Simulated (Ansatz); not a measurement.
**GaH₅N₂O: one species, many methods, part 1 of 2**

How much do the methods differ for GaH₅N₂O? The plan is to run it at one geometry with functionals of several rungs and with coupled cluster, and see how far each lands from CCSD(T) at the basis-set limit for the atomisation energy.

Method: functionals in def2-TZVPP, the program's frozen cores in correlated methods; program: Ansatz 0.2.0, Gaussian basis.

The runs, in order: LDA (SPW92), PBE-D4, revPBE-D4, BLYP-D4, r2SCAN-D4, B97M-V, PBE0-D4, B3LYP-D4, r2SCANh-D4, r2SCAN0-D4, HSE06-D4, BHLYP-D4, CAM-B3LYP-D4, LC-ωPBE, ωB97X-V, ωB97M-V, B2PLYP, PBE-QIDH; CCSD(T)/def2-SVP; CCSD(T)/def2-TZVPP; MP2/def2-QZVPP; extrapolation to the limit; RPA on PBE.

### 1 The geometry

All runs share one geometry, relaxed beforehand with PBE0-D4 in a triple-zeta def2 set.

SMILES `[NH2][Ga]([NH2])[OH]`, 9 atoms, charge 0, spin multiplicity 1.

Atoms are counted from 1 here; the program's logs count them from 0.

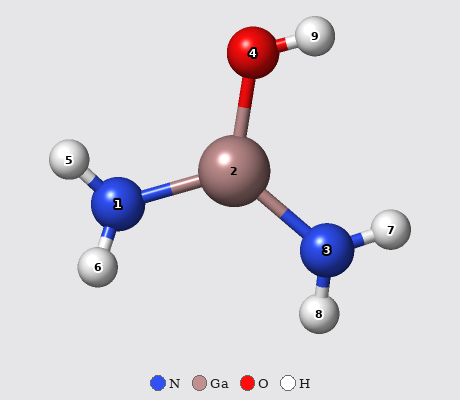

The structure; nitrogen blue, gallium pink, oxygen red, hydrogen white; atoms are numbered from 1 in the order of the file.

As a file:

```
N     0.0397    1.5553   -0.8809
Ga    0.2394    0.0056    0.0399
N    -1.1395   -1.1133    0.4419
O     1.9117   -0.3723    0.5490
H     0.7818    2.2353   -0.8554
H    -0.8579    2.0031   -0.9570
H    -0.9650   -2.0695    0.7030
H    -2.0175   -1.0342   -0.0442
H     2.0071   -1.2101    1.0038
```

### 2 LDA

This LDA is Slater exchange with PW92 correlation.

The input, in.yaml:

```yaml
crystal:
  periodic: [false, false, false]
  atoms:
    - {symbol: N, position_ang: [0.039745, 1.555321, -0.880885]}
    - {symbol: Ga, position_ang: [0.239400, 0.005564, 0.039909]}
    - {symbol: N, position_ang: [-1.139454, -1.113283, 0.441867]}
    - {symbol: O, position_ang: [1.911729, -0.372254, 0.548953]}
    - {symbol: H, position_ang: [0.781798, 2.235273, -0.855350]}
    - {symbol: H, position_ang: [-0.857858, 2.003099, -0.957039]}
    - {symbol: H, position_ang: [-0.965004, -2.069477, 0.703013]}
    - {symbol: H, position_ang: [-2.017480, -1.034175, -0.044237]}
    - {symbol: H, position_ang: [2.007124, -1.210078, 1.003768]}
basis:
  gaussian: {orbitals: def2-TZVPP}
hamiltonian: {xc: lda}
output: {orbitals: {seedname: orbitals}}
```

Run with:

```console
$ ansatz run in.yaml --threads 4 --pin off --events-out ev --progress --plain --max-ram 10444MiB
```

Log:

```text
Functional definition: SPW92
  name "SPW92"
  cite "Dirac, Proc. Camb. Phil. Soc. 26, 376 (1930) doi:10.1017/S0305004100016108"
  cite "Slater, Phys. Rev. 81, 385 (1951) doi:10.1103/PhysRev.81.385"
  cite "Perdew & Wang, Phys. Rev. B 45, 13244 (1992) doi:10.1103/PhysRevB.45.13244"
  exchange = slater_x
  correlation = pw_c
1124 factors; their error is unknown
mean field evaluation 1: about -57341.6000 eV, gradient 1.3e2 eV
mean field evaluation 2: about -57249.4321 eV, gradient 2.3e2 eV
mean field evaluation 4: about -57366.8630 eV, gradient 3.4e1 eV
mean field evaluation 8: about -57369.0098 eV, gradient 3.4e-1 eV
mean field evaluation 16: about -57368.9928 eV, gradient 1.2e-4 eV
mean field -57368.99283317 eV, -2108.2716005189 hartree, gradient 2.1e-5 eV, S^2 0.000000; 0 other end points of the search recorded, 0 dependent functions left out
reference -57368.99286977 eV, -2108.2716018641 hartree; 29, 29 occupied and 182, 182 virtual orbitals, 1124 factors
Total energy: -57368.99286977 eV, -2108.2716018641 hartree
```

It took 0.85 s on 4 threads of Arm Neoverse V2, shared host.

With the free atoms at this level, -57332.890 eV in sum, the atomisation energy is 3483.4 kJ/mol. HOMO -5.81 eV, LUMO -1.19 eV.

### 3 PBE-D4 (GGA)

Edit in.yaml of step 2 so:

```diff
@@ -14,3 +14,3 @@
   gaussian: {orbitals: def2-TZVPP}
-hamiltonian: {xc: lda}
-output: {orbitals: {seedname: orbitals}}
+hamiltonian: {xc: pbe, dispersion: d4}
+output: {forces: true, orbitals: {seedname: orbitals}}
```

Same command.

Log, shortened:

```text
Functional definition: PBE
  name "PBE"
  cite "Perdew, Burke & Ernzerhof, Phys. Rev. Lett. 77, 3865 (1996) doi:10.1103/PhysRevLett.77.3865"
  parent pbe
[...]
1124 factors; their error is unknown
[...]
mean field -57477.10897051 eV, -2112.2447952825 hartree, gradient 2.2e-5 eV, S^2 0.000000; 0 other end points of the search recorded, 0 dependent functions left out
[...]
reference -57477.10900905 eV, -2112.2447966987 hartree; 29, 29 occupied and 182, 182 virtual orbitals, 1124 factors
Total energy: -57477.26299221 eV, -2112.2504554756 hartree
Atom 0 at     0.039745     1.555321    -0.880885 Å, force     0.043823    -0.116475    -0.173485 eV/Å
Atom 1 at     0.239400     0.005564     0.039909 Å, force    -0.156877    -0.015162    -0.017805 eV/Å
Atom 2 at    -1.139454    -1.113283     0.441867 Å, force    -0.036383     0.115338     0.169392 eV/Å
Atom 3 at     1.911729    -0.372254     0.548953 Å, force     0.426322     0.354144    -0.104573 eV/Å
Atom 4 at     0.781798     2.235273    -0.855350 Å, force     0.242591     0.242029     0.015013 eV/Å
Atom 5 at    -0.857858     2.003099    -0.957039 Å, force    -0.304546     0.156541    -0.014426 eV/Å
Atom 6 at    -0.965004    -2.069477     0.703013 Å, force     0.061408    -0.329404     0.077812 eV/Å
Atom 7 at    -2.017480    -1.034175    -0.044237 Å, force    -0.304553     0.014457    -0.174079 eV/Å
Atom 8 at     2.007124    -1.210078     1.003768 Å, force     0.028216    -0.421467     0.222150 eV/Å
Dipole moment:    -0.333945    -0.145307     0.017213 e Å
```

Run time: 1.6 s. Hardware: 4 threads of Arm Neoverse V2, shared host.

With the free atoms at this level, -57445.609 eV in sum, the atomisation energy is 3054.2 kJ/mol. HOMO -5.62 eV, LUMO -1.00 eV.

### 4 revPBE-D4 (GGA)

Edit in.yaml of step 3 so:

```diff
@@ -14,3 +14,3 @@
   gaussian: {orbitals: def2-TZVPP}
-hamiltonian: {xc: pbe, dispersion: d4}
-output: {forces: true, orbitals: {seedname: orbitals}}
+hamiltonian: {xc: {name: revPBE}, dispersion: d4}
+output: {orbitals: {seedname: orbitals}}
```

Same command.

Log:

```text
Functional definition: revPBE
  name "revPBE"
  cite "Zhang & Yang, Phys. Rev. Lett. 80, 890 (1998) doi:10.1103/PhysRevLett.80.890"
  cite "Perdew, Burke & Ernzerhof, Phys. Rev. Lett. 77, 3865 (1996) doi:10.1103/PhysRevLett.77.3865"
  parameter kappa = 1.245
  parameter beta = 0.06672455060314922
  exchange = pbe_x(kappa = kappa, mu = beta*pi^2/3)
  correlation = pbe_c(beta = beta)
1124 factors; their error is unknown
mean field evaluation 1: about -57459.3575 eV, gradient 1.2e2 eV
mean field evaluation 2: about -57370.3977 eV, gradient 2.2e2 eV
mean field evaluation 4: about -57483.7341 eV, gradient 3.0e1 eV
mean field evaluation 8: about -57485.3904 eV, gradient 2.7e-1 eV
mean field evaluation 16: about -57485.3728 eV, gradient 2.3e-4 eV
mean field -57485.37280455 eV, -2112.5484855822 hartree, gradient 7.9e-5 eV, S^2 0.000000; 0 other end points of the search recorded, 0 dependent functions left out
reference -57485.37285232 eV, -2112.5484873375 hartree; 29, 29 occupied and 182, 182 virtual orbitals, 1124 factors
Total energy: -57485.81167620 eV, -2112.5646138178 hartree
```

It took 1.4 s on 4 threads of Arm Neoverse V2, shared host.

With the free atoms at this level, -57455.150 eV in sum, the atomisation energy is 2958.4 kJ/mol. HOMO -5.56 eV, LUMO -0.90 eV.

### 5 BLYP-D4 (GGA)

Edit in.yaml of step 4 so:

```diff
@@ -14,3 +14,3 @@
   gaussian: {orbitals: def2-TZVPP}
-hamiltonian: {xc: {name: revPBE}, dispersion: d4}
+hamiltonian: {xc: {name: BLYP}, dispersion: d4}
 output: {orbitals: {seedname: orbitals}}
```

Same command.

Log:

```text
Functional definition: BLYP
  name "BLYP"
  cite "Becke, Phys. Rev. A 38, 3098 (1988) doi:10.1103/PhysRevA.38.3098"
  cite "Lee, Yang & Parr, Phys. Rev. B 37, 785 (1988) doi:10.1103/PhysRevB.37.785"
  parameter beta = 0.0042
  parameter a = 0.04918
  parameter b = 0.132
  parameter c = 0.2533
  parameter d = 0.349
  exchange = b88_x(beta = beta)
  correlation = lyp_c(a = a, b = b, c = c, d = d)
1124 factors; their error is unknown
mean field evaluation 1: about -57461.8012 eV, gradient 1.3e2 eV
mean field evaluation 2: about -57353.2855 eV, gradient 2.4e2 eV
mean field evaluation 4: about -57489.0196 eV, gradient 3.7e1 eV
mean field evaluation 8: about -57491.4634 eV, gradient 2.9e-1 eV
mean field evaluation 16: about -57491.4456 eV, gradient 2.5e-4 eV
mean field -57491.44556667 eV, -2112.7716554738 hartree, gradient 7.6e-5 eV, S^2 0.000000; 0 other end points of the search recorded, 0 dependent functions left out
reference -57491.44588680 eV, -2112.7716672381 hartree; 29, 29 occupied and 182, 182 virtual orbitals, 1124 factors
Total energy: -57491.77992271 eV, -2112.7839428315 hartree
```

Run time: 1.4 s. Hardware: 4 threads of Arm Neoverse V2, shared host.

With the free atoms at this level, -57460.617 eV in sum, the atomisation energy is 3006.7 kJ/mol. HOMO -5.51 eV, LUMO -1.03 eV.

### 6 r2SCAN-D4 (meta-GGA)

Edit in.yaml of step 5 so:

```diff
@@ -14,3 +14,3 @@
   gaussian: {orbitals: def2-TZVPP}
-hamiltonian: {xc: {name: BLYP}, dispersion: d4}
-output: {orbitals: {seedname: orbitals}}
+hamiltonian: {xc: r2scan, dispersion: d4}
+output: {forces: true, orbitals: {seedname: orbitals}}
```

The command is unchanged.

Log, shortened:

```text
Functional definition: r2SCAN
  name "r2SCAN"
  cite "Furness, Kaplan, Ning, Perdew & Sun, J. Phys. Chem. Lett. 11, 8208 (2020) doi:10.1021/acs.jpclett.0c02405"
  cite "Furness, Kaplan, Ning, Perdew & Sun, J. Phys. Chem. Lett. 11, 9248 (2020) doi:10.1021/acs.jpclett.0c03077"
  parent r2scan
[...]
1124 factors; their error is unknown
[...]
mean field -57487.99273493 eV, -2112.6447662475 hartree, gradient 1.9e-5 eV, S^2 0.000000; 0 other end points of the search recorded, 0 dependent functions left out
[...]
reference -57487.99274662 eV, -2112.6447666772 hartree; 29, 29 occupied and 182, 182 virtual orbitals, 1124 factors
Total energy: -57488.02984736 eV, -2112.6461301044 hartree
Atom 0 at     0.039745     1.555321    -0.880885 Å, force     0.027939    -0.083199    -0.001659 eV/Å
Atom 1 at     0.239400     0.005564     0.039909 Å, force    -0.026963    -0.012814     0.003919 eV/Å
Atom 2 at    -1.139454    -1.113283     0.441867 Å, force     0.032278     0.065906     0.022530 eV/Å
Atom 3 at     1.911729    -0.372254     0.548953 Å, force     0.026286     0.068016    -0.031054 eV/Å
Atom 4 at     0.781798     2.235273    -0.855350 Å, force    -0.002679     0.038683     0.003578 eV/Å
Atom 5 at    -0.857858     2.003099    -0.957039 Å, force    -0.009631     0.032780     0.002841 eV/Å
Atom 6 at    -0.965004    -2.069477     0.703013 Å, force    -0.013036    -0.031688    -0.009268 eV/Å
Atom 7 at    -2.017480    -1.034175    -0.044237 Å, force    -0.029016    -0.027386    -0.014414 eV/Å
Atom 8 at     2.007124    -1.210078     1.003768 Å, force    -0.005177    -0.050298     0.023527 eV/Å
Dipole moment:    -0.342057    -0.151890     0.019213 e Å
```

Run time: 3.2 s. Hardware: 4 threads of Arm Neoverse V2, shared host; peak memory 0.26 GiB.

Atomisation energy: 2983.1 kJ/mol (free atoms -57457.112 eV, run apart). HOMO -5.94 eV, LUMO -0.53 eV.

### 7 B97M-V (meta-GGA)

Edit in.yaml of step 6 so:

```diff
@@ -14,3 +14,3 @@
   gaussian: {orbitals: def2-TZVPP}
-hamiltonian: {xc: r2scan, dispersion: d4}
-output: {forces: true, orbitals: {seedname: orbitals}}
+hamiltonian: {xc: {name: B97M-V}}
+output: {orbitals: {seedname: orbitals}}
```

Same command.

Log, shortened:

```text
Functional definition: B97M-V
  name "B97M-V"
  cite "Mardirossian & Head-Gordon, J. Chem. Phys. 142, 074111 (2015) doi:10.1063/1.4907719"
  cite "Becke, J. Chem. Phys. 107, 8554 (1997) doi:10.1063/1.475007"
  cite "Vydrov & Van Voorhis, J. Chem. Phys. 133, 244103 (2010) doi:10.1063/1.3521275"
  # Of w^i u^j: cxij and so on, Table III.
[...]
  gx(w, u) = cx00 + cx01*u + cx02*u^2 + (cx10 + cx11*u)*w
  gss(w, u) = css00 + css02*u^2 + css10*w + (css32*w^3 + css42*w^4)*u^2
  gos(w, u) = cos00 + cos01*u + cos03*u^3 + cos10*w + cos32*w^3*u^2
[...]
      + integral(e_c_pw_mod_opposite_spin*gos(b97_w_opposite, b97_u_opposite)) + vv10(b, c)
1124 factors; their error is unknown
[...]
mean field -57479.57177830 eV, -2112.3353017995 hartree, gradient 5.6e-5 eV, S^2 0.000000; 0 other end points of the search recorded, 0 dependent functions left out
reference -57479.57183660 eV, -2112.3353039420 hartree; 29, 29 occupied and 182, 182 virtual orbitals, 1124 factors
Total energy: -57479.57183660 eV, -2112.3353039420 hartree
```

Run time: 6 s. Hardware: 4 threads of Arm Neoverse V2, shared host; peak memory 0.31 GiB.

With the free atoms at this level, -57448.721 eV in sum, the atomisation energy is 2976.6 kJ/mol. HOMO -5.98 eV, LUMO -0.88 eV.

### 8 PBE0-D4 (hybrid)

Edit in.yaml of step 7 so:

```diff
@@ -14,3 +14,3 @@
   gaussian: {orbitals: def2-TZVPP}
-hamiltonian: {xc: {name: B97M-V}}
+hamiltonian: {xc: pbe0, dispersion: d4}
 output: {orbitals: {seedname: orbitals}}
```

Launched as before.

Log:

```text
Functional definition: PBE0
  name "PBE0"
  cite "Adamo & Barone, J. Chem. Phys. 110, 6158 (1999) doi:10.1063/1.478522"
  cite "Perdew, Burke & Ernzerhof, Phys. Rev. Lett. 77, 3865 (1996) doi:10.1103/PhysRevLett.77.3865"
  parent pbe
  parameter a = 0.25
  parameter kappa = 0.804
  parameter beta = 0.06672455060314922
  exchange = (1 - a)*pbe_x(kappa = kappa, mu = beta*pi^2/3) + a*exact_x
  correlation = pbe_c(beta = beta)
1169 factors; their error is unknown
mean field evaluation 1: about -57460.7617 eV, gradient 1.0e2 eV
mean field evaluation 2: about -57435.1695 eV, gradient 1.5e2 eV
mean field evaluation 4: about -57477.9725 eV, gradient 9.8e0 eV
mean field evaluation 8: about -57478.3332 eV, gradient 2.7e-1 eV
mean field evaluation 16: about -57478.3333 eV, gradient 1.9e-5 eV
mean field -57478.33328134 eV, -2112.2897878757 hartree, gradient 1.9e-5 eV, S^2 0.000000; 0 other end points of the search recorded, 0 dependent functions left out
reference -57478.33331070 eV, -2112.2897889544 hartree; 29, 29 occupied and 182, 182 virtual orbitals, 1169 factors
Total energy: -57478.46348724 eV, -2112.2945728541 hartree
```

Run time: 1.9 s. Hardware: 4 threads of Arm Neoverse V2, shared host; peak memory 0.46 GiB.

Atomisation energy: 2969.5 kJ/mol (free atoms -57447.686 eV, run apart). HOMO -7.08 eV, LUMO -0.12 eV.

### 9 B3LYP-D4 (hybrid)

B3LYP here takes the VWN-RPA correlation.

Edit in.yaml of step 8 so:

```diff
@@ -14,3 +14,3 @@
   gaussian: {orbitals: def2-TZVPP}
-hamiltonian: {xc: pbe0, dispersion: d4}
-output: {orbitals: {seedname: orbitals}}
+hamiltonian: {xc: {name: B3LYP}, dispersion: d4}
+output: {forces: true, orbitals: {seedname: orbitals}}
```

The command is unchanged.

Log, shortened:

```text
Functional definition: B3LYP
  name "B3LYP"
  cite "Stephens, Devlin, Chabalowski & Frisch, J. Phys. Chem. 98, 11623 (1994) doi:10.1021/j100096a001"
  cite "Becke, Phys. Rev. A 38, 3098 (1988) doi:10.1103/PhysRevA.38.3098"
  cite "Lee, Yang & Parr, Phys. Rev. B 37, 785 (1988) doi:10.1103/PhysRevB.37.785"
  cite "Vosko, Wilk & Nusair, Can. J. Phys. 58, 1200 (1980) doi:10.1139/p80-159"
[...]
1159 factors; their error is unknown
[...]
mean field -57492.39299048 eV, -2112.8064726564 hartree, gradient 6.5e-5 eV, S^2 0.000000; 0 other end points of the search recorded, 0 dependent functions left out
[...]
reference -57492.39323163 eV, -2112.8064815184 hartree; 29, 29 occupied and 182, 182 virtual orbitals, 1159 factors
Total energy: -57492.64186941 eV, -2112.8156187885 hartree
Atom 0 at     0.039745     1.555321    -0.880885 Å, force    -0.009476     0.152759    -0.078804 eV/Å
Atom 1 at     0.239400     0.005564     0.039909 Å, force    -0.052903     0.014448    -0.014617 eV/Å
Atom 2 at    -1.139454    -1.113283     0.441867 Å, force    -0.132288    -0.106717     0.028207 eV/Å
Atom 3 at     1.911729    -0.372254     0.548953 Å, force     0.197693    -0.041171     0.057621 eV/Å
Atom 4 at     0.781798     2.235273    -0.855350 Å, force    -0.008216     0.027513    -0.017356 eV/Å
Atom 5 at    -0.857858     2.003099    -0.957039 Å, force    -0.002159     0.022765    -0.014131 eV/Å
Atom 6 at    -0.965004    -2.069477     0.703013 Å, force    -0.021689    -0.016501     0.005811 eV/Å
Atom 7 at    -2.017480    -1.034175    -0.044237 Å, force    -0.023169    -0.019349     0.006838 eV/Å
Atom 8 at     2.007124    -1.210078     1.003768 Å, force     0.052207    -0.033746     0.026430 eV/Å
Dipole moment:    -0.346865    -0.155336     0.019988 e Å
```

It took 2.8 s on 4 threads of Arm Neoverse V2, shared host; peak memory 0.51 GiB.

With the free atoms at this level, -57461.634 eV in sum, the atomisation energy is 2991.8 kJ/mol. HOMO -6.83 eV, LUMO -0.49 eV.

### 10 r2SCANh-D4 (hybrid)

Edit in.yaml of step 9 so:

```diff
@@ -14,3 +14,3 @@
   gaussian: {orbitals: def2-TZVPP}
-hamiltonian: {xc: {name: B3LYP}, dispersion: d4}
-output: {forces: true, orbitals: {seedname: orbitals}}
+hamiltonian: {xc: {name: r2SCANh}, dispersion: d4}
+output: {orbitals: {seedname: orbitals}}
```

Same command.

Log, shortened:

```text
Functional definition: r2SCANh
  name "r2SCANh"
  cite "Bursch, Neugebauer, Ehlert & Grimme, J. Chem. Phys. 156, 134105 (2022) doi:10.1063/5.0086040"
  cite "Furness, Kaplan, Ning, Perdew & Sun, J. Phys. Chem. Lett. 11, 8208 (2020) doi:10.1021/acs.jpclett.0c02405"
  cite "Furness, Kaplan, Ning, Perdew & Sun, J. Phys. Chem. Lett. 11, 9248 (2020) doi:10.1021/acs.jpclett.0c03077"
  parent r2scan
[...]
1147 factors; their error is unknown
[...]
mean field -57487.39316919 eV, -2112.6227326130 hartree, gradient 1.6e-5 eV, S^2 0.000000; 0 other end points of the search recorded, 0 dependent functions left out
reference -57487.39317990 eV, -2112.6227330067 hartree; 29, 29 occupied and 182, 182 virtual orbitals, 1147 factors
Total energy: -57487.43280533 eV, -2112.6241892144 hartree
```

Wall time 3.4 s (4 threads of Arm Neoverse V2, shared host); peak memory 0.48 GiB.

With the free atoms at this level, -57456.816 eV in sum, the atomisation energy is 2954.1 kJ/mol. HOMO -6.48 eV, LUMO -0.24 eV.

### 11 r2SCAN0-D4 (hybrid)

Edit in.yaml of step 10 so:

```diff
@@ -14,3 +14,3 @@
   gaussian: {orbitals: def2-TZVPP}
-hamiltonian: {xc: {name: r2SCANh}, dispersion: d4}
+hamiltonian: {xc: {name: r2SCAN0}, dispersion: d4}
 output: {orbitals: {seedname: orbitals}}
```

The command is unchanged.

Log, shortened:

```text
Functional definition: r2SCAN0
  name "r2SCAN0"
  cite "Bursch, Neugebauer, Ehlert & Grimme, J. Chem. Phys. 156, 134105 (2022) doi:10.1063/5.0086040"
  cite "Furness, Kaplan, Ning, Perdew & Sun, J. Phys. Chem. Lett. 11, 8208 (2020) doi:10.1021/acs.jpclett.0c02405"
  cite "Furness, Kaplan, Ning, Perdew & Sun, J. Phys. Chem. Lett. 11, 9248 (2020) doi:10.1021/acs.jpclett.0c03077"
  parent r2scan
[...]
1169 factors; their error is unknown
[...]
mean field -57486.53543599 eV, -2112.5912114994 hartree, gradient 2.1e-5 eV, S^2 0.000000; 0 other end points of the search recorded, 0 dependent functions left out
reference -57486.53544524 eV, -2112.5912118394 hartree; 29, 29 occupied and 182, 182 virtual orbitals, 1169 factors
Total energy: -57486.57936235 eV, -2112.5928257634 hartree
```

Run time: 3.2 s. Hardware: 4 threads of Arm Neoverse V2, shared host; peak memory 0.49 GiB.

Atomisation energy: 2912.4 kJ/mol (free atoms -57456.395 eV, run apart). HOMO -7.30 eV, LUMO 0.18 eV.

### 12 HSE06-D4 (hybrid)

HSE06 is the plane-wave form, built on full-range PBE exchange.

Edit in.yaml of step 11 so:

```diff
@@ -14,3 +14,3 @@
   gaussian: {orbitals: def2-TZVPP}
-hamiltonian: {xc: {name: r2SCAN0}, dispersion: d4}
+hamiltonian: {xc: hse06, dispersion: d4}
 output: {orbitals: {seedname: orbitals}}
```

The command is unchanged.

Log, shortened:

```text
Functional definition: HSE06
  name "HSE06"
  cite "Heyd, Scuseria & Ernzerhof, J. Chem. Phys. 118, 8207 (2003) doi:10.1063/1.1564060"
  cite "Krukau, Vydrov, Izmaylov & Scuseria, J. Chem. Phys. 125, 224106 (2006) doi:10.1063/1.2404663"
  cite "Heyd & Scuseria, J. Chem. Phys. 120, 7274 (2004) doi:10.1063/1.1668634"
  cite "Ernzerhof & Perdew, J. Chem. Phys. 109, 3313 (1998) doi:10.1063/1.476928"
  cite "Perdew, Burke & Ernzerhof, Phys. Rev. Lett. 77, 3865 (1996) doi:10.1103/PhysRevLett.77.3865"
  parent pbe
[...]
  # The whole range is PBE's own exchange, as in plane waves. The composition of these papers is wPBEh.
[...]
1169 factors; their error is unknown
107 factors; integrals over basis functions are off by at most 4.4e-7 eV
[...]
mean field -57478.07461898 eV, -2112.2802822091 hartree, gradient 2.1e-5 eV, S^2 0.000000; 0 other end points of the search recorded, 0 dependent functions left out
reference -57478.07465810 eV, -2112.2802836467 hartree; 29, 29 occupied and 182, 182 virtual orbitals, 1169 factors
Total energy: -57478.19646642 eV, -2112.2847600201 hartree
```

It took 2.1 s on 4 threads of Arm Neoverse V2, shared host; peak memory 0.49 GiB.

Atomisation energy: 2972.4 kJ/mol (free atoms -57447.390 eV, run apart). HOMO -6.67 eV, LUMO -0.49 eV.

### 13 BHLYP-D4 (hybrid)

Edit in.yaml of step 12 so:

```diff
@@ -14,3 +14,3 @@
   gaussian: {orbitals: def2-TZVPP}
-hamiltonian: {xc: hse06, dispersion: d4}
+hamiltonian: {xc: {name: BHLYP}, dispersion: d4}
 output: {orbitals: {seedname: orbitals}}
```

The command is unchanged.

Log:

```text
Functional definition: BHLYP
  name "BHLYP"
  cite "Becke, J. Chem. Phys. 98, 1372 (1993) doi:10.1063/1.464304"
  cite "Becke, Phys. Rev. A 38, 3098 (1988) doi:10.1103/PhysRevA.38.3098"
  cite "Lee, Yang & Parr, Phys. Rev. B 37, 785 (1988) doi:10.1103/PhysRevB.37.785"
  parameter a = 0.5
  exchange = (1 - a)*b88_x + a*exact_x
  correlation = lyp_c
1263 factors; their error is unknown
mean field evaluation 1: about -57474.1905 eV, gradient 8.6e1 eV
mean field evaluation 2: about -57468.4294 eV, gradient 1.0e2 eV
mean field evaluation 4: about -57486.9613 eV, gradient 4.0e0 eV
mean field evaluation 8: about -57486.9851 eV, gradient 2.0e-2 eV
mean field evaluation 16: about -57487.4000 eV, gradient 3.5e-5 eV
mean field -57487.39996577 eV, -2112.6229823828 hartree, gradient 3.5e-5 eV, S^2 0.000000; 0 other end points of the search recorded, 0 dependent functions left out
reference -57487.40013038 eV, -2112.6229884323 hartree; 29, 29 occupied and 182, 182 virtual orbitals, 1263 factors
Total energy: -57487.59833872 eV, -2112.6302724544 hartree
```

Run time: 2.1 s. Hardware: 4 threads of Arm Neoverse V2, shared host; peak memory 0.48 GiB.

Atomisation energy: 2868.9 kJ/mol (free atoms -57457.864 eV, run apart). HOMO -8.44 eV, LUMO 0.56 eV.

(Continued in part 2 of 2.)
